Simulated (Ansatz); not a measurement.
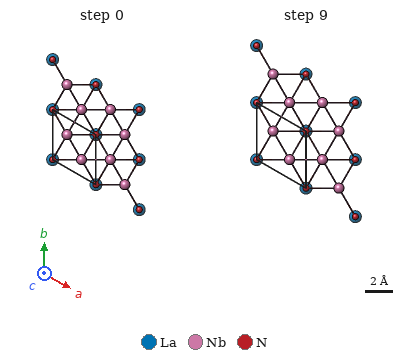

The structure of solid LaNb₂N₂ (a generated structure, set up in P6/mmm) (coarse preliminary run) before (left) and after (right) a relaxation, at one scale.

Style: ball-and-stick. Shown: the cell of the calculation, repeated 2 × 2 × 1 with one cell outlined, along the c axis.

Level of theory: DFT PBE, scalar-relativistic, plane waves, PAW in Ansatz 0.2.0.

Input file:
```yaml
crystal:
  lattice:
    - [3.80561123, 0.0, 0.0]
    - [-1.90280562, 3.295756, 0.0]
    - [0.0, 0.0, 6.65310069]
  atoms:
    - { symbol: La, position: [0.0, 0.0, 0.5] }
    - { symbol: Nb, position: [0.33333333, 0.66666667, 0.0] }
    - { symbol: Nb, position: [0.66666667, 0.33333333, 0.0] }
    - { symbol: "N", position: [0.0, 0.0, 0.87981042] }
    - { symbol: "N", position: [0.0, 0.0, 0.12018958] }
basis:
  ecutwfc: 420
kpoints:
  mp_grid: { grid: [6, 6, 4] }
hamiltonian:
  xc: pbe
scf:
  occupations: { method: gaussian, width: 0.1 }
  lower_state_search: "off"
output:
  forces: true
  stress: true
  eigenvalues: true
relax:
  adjacent_minimum: "off"
  f_tol: 0.04
  max_steps: 70
  cell: { stress_tol: 0.4 }
```

Launched with:
```bash
ansatz run input.yaml --threads 1 --pin off --max-ram 2560MiB --backend cpu --events-out ev --progress --plain --runs-dir out
```

> What changed between the two?

Over 7 accepted moves (9 points after the start) the energy falls by 825 meV per atom. Largest force component: 0.91 eV/Å at the start, 0.0071 eV/Å at the end. The pressure goes from 31.08 to 0.18 GPa. At 2 points the geometry stayed and the basis and grid were re-selected for the new cell (energy shift of 20.7 meV per atom at most each time). The largest moves relative to the cell, 0.055 Å, are those of N4 and N5. N5 goes along −c. Nb and La stay in place. The volume changes by +17.0 %, with a = b 3.806 → 4.338 Å (+14.0 %), c 6.653 → 5.993 Å (−9.9 %). Some distances before and after: Nb2–Nb3 2.197 → 2.504 Å, N4–N5 1.599 → 1.330 Å, Nb2–N4 2.338 → 2.591 Å, La1–N4 2.527 → 2.331 Å. The space group stays P6/mmm (No. 191).
